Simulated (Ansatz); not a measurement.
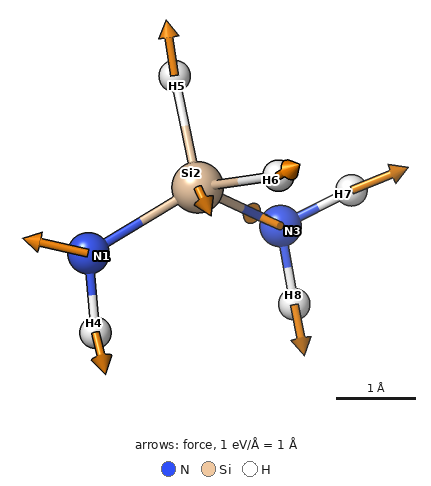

Starting geometry of SiN₂H₅ (charge −1) with the computed forces as orange arrows. A ball-and-stick model, seen at a tilt.

The run prepares an end point of a later path (torsion) calculation, from a guessed geometry.

Level of theory: RKS PBE/def2-SVP in Ansatz.

The input:
```yaml
crystal:
  periodic: [false, false, false]
  atoms:
    - { symbol: "N", position_ang: [-1.25667, 0.41619, -1.27387] }
    - { symbol: Si, position_ang: [0.08925, 0.48935, -0.32804] }
    - { symbol: "N", position_ang: [0.60322, -0.99954, 0.53611] }
    - { symbol: H, position_ang: [-2.09049, 0.0244, -0.83926] }
    - { symbol: H, position_ang: [1.29861, 0.78837, -1.14795] }
    - { symbol: H, position_ang: [0.18593, 1.54582, 0.80087] }
    - { symbol: H, position_ang: [1.33989, -0.84357, 1.21471] }
    - { symbol: H, position_ang: [-0.16975, -1.42101, 1.03744] }
total_charge: -1
basis:
  gaussian: { orbitals: def2-SVP }
hamiltonian:
  xc: pbe
relax:
  f_tol: 0.015
  max_steps: 40
output:
  orbitals: {}
```

Run as
```bash
ansatz run input.yaml --threads 1 --pin off --max-ram 2048MiB --backend cpu --events-out ev --progress --plain --runs-dir out
```

> Is this structure relaxed? If not, where do the atoms go?

It isn't relaxed: the largest force vector, on N atoms, is 0.88 eV/Å. The final displacements run against the starting forces (cosine between the two patterns −0.30). Over 18 accepted moves (23 points after the start) the energy falls by 5.05 kcal/mol. Largest force component: 0.86 eV/Å at the start, 0.0064 eV/Å at the end. The line search rejected the trial steps at points 3, 7, 12, 15, 18 of the run. The atom that moves furthest after the best rigid fit is H7 (1.17 Å). Largest moves by element: H 1.17 Å, N 0.38 Å, Si 0.04 Å. Among the contacts that change: Si2–N3 1.797 → 1.847 Å, Si2–H5 1.491 → 1.530 Å, N1–Si2 1.647 → 1.679 Å, N3–H7 1.014 → 1.034 Å. Bond angles that change, for instance: Si2–N3–H7 113.7° → 107.2°, N3–Si2–H6 101.3° → 95.5°, Si2–N1–H4 116.2° → 110.5°. Groups turn about Si2–N3 by about 90°. The run took 87 s on 1 thread of Intel(R) Xeon(R) Processor @ 2.50GHz (Skylake/Cascade Lake), on a shared host, peak memory 0.13 GiB.

Limits of the set-up: the basis has no diffuse functions, which an anion needs.
